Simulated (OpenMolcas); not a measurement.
**TiH4O4 (SMILES O[Ti](O)(O)O): levels of theory compared**

Wanted: a comparison of 6 runs (B3LYP/6-31G*, B2PLYP/def2-SVP, B3LYP/def2-SVP, BHLYP/def2-SVP, BLYP/def2-SVP, TPSS/def2-SVP) of TiH4O4. 

The results are computed with OpenMolcas 26.06.

1 further run of the same task is left out (it didn't finish).

## 1. The system as given

The species is TiH4O4 (9 atoms), meant as a singlet with charge 0. SMILES: `O[Ti](O)(O)O`. One bond was lengthened or shortened from a relaxed shape.

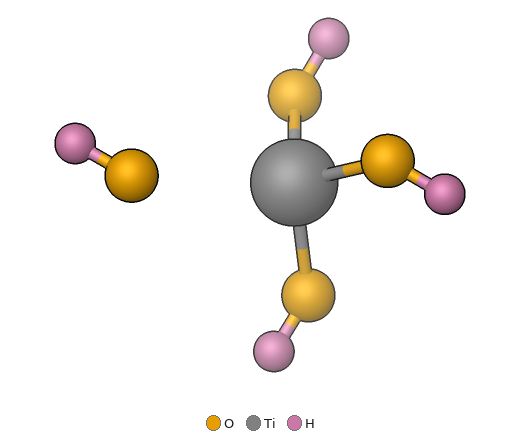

Viewed from a chosen angle; oxygen amber, titanium grey, hydrogen pink.

## 2. A single-point energy at B3LYP/6-31G(d) (Cartesian functions) (run 1)

mol.input

```
&GATEWAY
BASLIB
$CurrDir
COORD
9
angstrom
O       -0.187912       1.902563      -1.909093
Ti       0.000070       0.000090      -0.000050
O        1.651710      -0.715310      -0.066120
O       -1.235630      -1.279200      -0.283830
O       -0.290490       0.726280       1.622320
H       -0.876132       2.048123      -2.559273
H        2.270980      -0.885970       0.644480
H       -1.123140      -2.176250      -0.600550
H       -0.334770       1.648010       1.879390
BASIS
6-31Gs
GROUP
NoSym
&SEWARD
GRIDINPUT
Grid=UltraFine
End of Grid
&SCF
KSDFT
B3LYP
THRESHOLDS
1e-10 1e-07 1e-07 1e-05
PRORBITALS
0
```

The basis set 6-31G* is read from a file made from the Basis Set Exchange's data (not shown).

Run with:

```
$ export MOLCAS_MEM=1860
$ pymolcas mol.input > mol.log
```

What it wrote:

```text
--- Start Module: gateway ---
[...]
--- Stop Module: gateway /rc=_RC_ALL_IS_WELL_ ---
--- Start Module: seward ---
[...]
      Basis functions          104
[...]
--- Stop Module: seward /rc=_RC_ALL_IS_WELL_ ---
[...]
--- Start Module: scf ---
[...]
       Convergence after  23 Iterations
[...]
::    Total KS-DFT energy                           -1152.8073036791
[...]
      Total spin, S                                     0.0000000000
[...]
      Total electronic charge=   58.000000
      Total            charge=   -0.000000
[...]
      Dipole Moment (debye):
      Origin of the operator (angstrom)=   -0.0091    0.0930   -0.0934
                   X=  6.0641E-01               Y= -2.6149E+00               Z=  2.8335E+00           Total=  3.9031E+00
      Quadrupole Moment (debye*angstrom):
[...]
--- Stop Module: scf /rc=_RC_ALL_IS_WELL_ ---
[...]
```

Wall time 49 s (1 thread of Arm Neoverse V1, shared host); peak memory 0.59 GiB.

## 3. A single-point energy at B2PLYP/def2-SVP (run 2)

test.input

```
>>> EXPORT MOLCAS_PRINT=2

&GATEWAY
 BasLib = $CurrDir
 BasisSet
 O.def2-SVP....
 O1 -0.187912 1.902563 -1.909093 angstrom
 O3 1.651710 -0.715310 -0.066120 angstrom
 O4 -1.235630 -1.279200 -0.283830 angstrom
 O5 -0.290490 0.726280 1.622320 angstrom
 End of Basis
 BasisSet
 Ti.def2-SVP....
 Ti2 0.000070 0.000090 -0.000050 angstrom
 End of Basis
 BasisSet
 H.def2-SVP....
 H6 -0.876132 2.048123 -2.559273 angstrom
 H7 2.270980 -0.885970 0.644480 angstrom
 H8 -1.123140 -2.176250 -0.600550 angstrom
 H9 -0.334770 1.648010 1.879390 angstrom
 End of Basis

&SEWARD
 GridInput
 Grid=UltraFine
 End of Grid

&SCF
 KSDFT = B2PLYP_SCF
 Thresholds = 1e-10 1e-07 1e-07 1e-05
 PrOrbitals = 1 1

&MBPT2
 Frozen = 9
```

The basis set def2-SVP is read from a file made from the Basis Set Exchange's data (not shown).

Run with:

```
$ export MOLCAS_MEM=1860
$ pymolcas test.input > test.log
```

What it wrote:

```text
--- Start Module: gateway ---
[...]
--- Stop Module: gateway /rc=_RC_ALL_IS_WELL_ ---
[...]
      Basis functions          107
[...]
--- Start Module: scf ---
[...]
       Convergence after  21 Iterations
[...]
::    Total KS-DFT energy                           -1151.6834427880
[...]
      Total spin, S                                     0.0000000000
[...]
      Total electronic charge=   58.000000
      Total            charge=   -0.000000
[...]
      Dipole Moment (debye):
      Origin of the operator (angstrom)=   -0.0091    0.0930   -0.0934
                   X=  6.6275E-01               Y= -2.9736E+00               Z=  3.2169E+00           Total=  4.4306E+00
      Quadrupole Moment (debye*angstrom):
[...]
--- Stop Module: scf /rc=_RC_ALL_IS_WELL_ ---
[...]
--- Start Module: mbpt2 ---
[...]
 ###    WARNING: MP2 implementation intended for RHF references only         ###
 ###############################################################################
MBPT2 WARNING: Reference function according to RunFile:KS-DFT
I'll assume you know what you're doing and continue
WARNING!
Default frozen orbitals as non valence orbitals is overwritten by user input.
Default values:  10
[...]
       Reference weight ( Cref**2 )         =        0.60379
::    Total MBPT2 energy                            -1153.0909825418
[...]
      Total MBPT2 calculations                           0.67      0.76
--- Stop Module: mbpt2 /rc=_RC_ALL_IS_WELL_ ---
[...]
```

Wall time 46 s (1 thread of Arm Neoverse V1, shared host); peak memory 0.62 GiB.

Runs 3 to 4 aren't shown in full; the table further down has their settings and results.

## 4. A single-point energy at BLYP/def2-SVP (run 5)

mol.xyz

```xyz
9

O     -0.187912     1.902563    -1.909093
Ti     0.000070     0.000090    -0.000050
O      1.651710    -0.715310    -0.066120
O     -1.235630    -1.279200    -0.283830
O     -0.290490     0.726280     1.622320
H     -0.876132     2.048123    -2.559273
H      2.270980    -0.885970     0.644480
H     -1.123140    -2.176250    -0.600550
H     -0.334770     1.648010     1.879390
```

calc.inp

```
* H4O4Ti Kohn-Sham DFT
>>> EXPORT MOLCAS_PRINT=2

&GATEWAY
 BASLIB=$CurrDir
 COORD=mol.xyz
 BASIS=def2-SVP
 GROUP=NoSym

&SEWARD
 GRIDINPUT
 Grid=UltraFine
 End of Grid

&SCF
 KSDFT=BLYP
 THRESHOLDS=1e-10 1e-07 1e-07 1e-05
 PRORBITALS=1 1
```

The basis set def2-SVP is read from a file made from the Basis Set Exchange's data (not shown).

Run with:

```
$ export MOLCAS_MEM=1860
$ pymolcas calc.inp > calc.log
```

What it wrote:

```text
--- Start Module: gateway ---
[...]
--- Stop Module: gateway /rc=_RC_ALL_IS_WELL_ ---
--- Start Module: seward ---
[...]
      Basis functions          107
--- Stop Module: seward /rc=_RC_ALL_IS_WELL_ ---
[...]
--- Start Module: scf ---
[...]
       Convergence after  36 Iterations
[...]
::    Total KS-DFT energy                           -1152.5335791373
[...]
      Total spin, S                                     0.0000000000
[...]
      Total electronic charge=   58.000000
      Total            charge=   -0.000000
[...]
      Dipole Moment (debye):
      Origin of the operator (angstrom)=   -0.0091    0.0930   -0.0934
                   X=  5.3444E-01               Y= -2.2462E+00               Z=  2.4133E+00           Total=  3.3399E+00
      Quadrupole Moment (debye*angstrom):
[...]
--- Stop Module: scf /rc=_RC_ALL_IS_WELL_ ---
[...]
```

Wall time 70 s (1 thread of Arm Neoverse V1, shared host); peak memory 0.62 GiB.

## 5. The energy at TPSS/def2-SVP (run 6)

job.input

```
>>> EXPORT MOLCAS_PRINT=2

&GATEWAY
  BASLIB=$CurrDir
  COORD
  9
  angstrom
  O       -0.187912       1.902563      -1.909093
  Ti       0.000070       0.000090      -0.000050
  O        1.651710      -0.715310      -0.066120
  O       -1.235630      -1.279200      -0.283830
  O       -0.290490       0.726280       1.622320
  H       -0.876132       2.048123      -2.559273
  H        2.270980      -0.885970       0.644480
  H       -1.123140      -2.176250      -0.600550
  H       -0.334770       1.648010       1.879390
  BASIS=def2-SVP
  GROUP=NoSym

&SEWARD
  GRIDINPUT
  Grid=UltraFine
  End of Grid

&SCF
  KSDFT=2
  1.0 MGGA_X_TPSS
  1.0 MGGA_C_TPSS
  THRESHOLDS=1e-10 1e-07 1e-07 1e-05
  PRORBITALS=1 1
```

The basis set def2-SVP is read from a file made from the Basis Set Exchange's data (not shown).

Run with:

```
$ export MOLCAS_MEM=1860
$ pymolcas job.input > job.log
```

What it wrote:

```text
--- Start Module: gateway ---
[...]
--- Stop Module: gateway /rc=_RC_ALL_IS_WELL_ ---
--- Start Module: seward ---
[...]
      Basis functions          107
--- Stop Module: seward /rc=_RC_ALL_IS_WELL_ ---
[...]
--- Start Module: scf ---
[...]
       Convergence after  34 Iterations
[...]
::    Total KS-DFT energy                           -1152.6115777535
[...]
      Total spin, S                                     0.0000000000
[...]
      Total electronic charge=   58.000000
      Total            charge=   -0.000000
[...]
      Dipole Moment (debye):
      Origin of the operator (angstrom)=   -0.0091    0.0930   -0.0934
                   X=  5.4720E-01               Y= -2.3133E+00               Z=  2.4973E+00           Total=  3.4478E+00
      Quadrupole Moment (debye*angstrom):
[...]
--- Stop Module: scf /rc=_RC_ALL_IS_WELL_ ---
[...]
```

Run time: 98 s. Hardware: 1 thread of Arm Neoverse V1, shared host; peak memory 0.62 GiB.

## 6. The series

```
run                               level  Cartesian functions  frozen core orbitals   energy (Eh)  dipole moment (D)  HOMO energy (eV)  LUMO energy (eV)  wall time
  1  B3LYP/6-31G* (Cartesian functions)                  yes                     –  -1152.807304               3.90             -5.57             -2.69       49 s
  2                     B2PLYP/def2-SVP                   no                     9  -1152.063479               4.43             -7.27             -1.51       46 s
  3                      B3LYP/def2-SVP                   no                     –  -1152.541702               3.82             -5.52             -2.69       50 s
  4                      BHLYP/def2-SVP                   no                     –  -1152.301509               4.37             -7.34             -1.85       46 s
  5                       BLYP/def2-SVP                   no                     –  -1152.533579               3.34             -4.16             -2.91       70 s
  6                       TPSS/def2-SVP                   no                     –  -1152.611578               3.45             -4.35             -3.05       98 s
```

## 7. What came out

```
            quantity           value
 run 6: total energy  -1152.61158 Eh
run 6: dipole moment          3.45 D
  run 6: HOMO energy        -4.35 eV
  run 6: LUMO energy        -3.05 eV
run 6: HOMO–LUMO gap         1.30 eV
```

The dipole moment (its size) runs from 3.34 D (BLYP/def2-SVP) to 4.43 D (B2PLYP/def2-SVP). A double hybrid's value is that of its SCF part. The HOMO–LUMO gap runs from 1.25 eV (BLYP/def2-SVP) to 5.76 eV (B2PLYP/def2-SVP). For B2PLYP the log adds the whole second-order term; the table takes 0.27 of it, as the functional is defined. Totals of different functionals can't be ranked against each other. All runs together took 6 min, the longest 98 s.
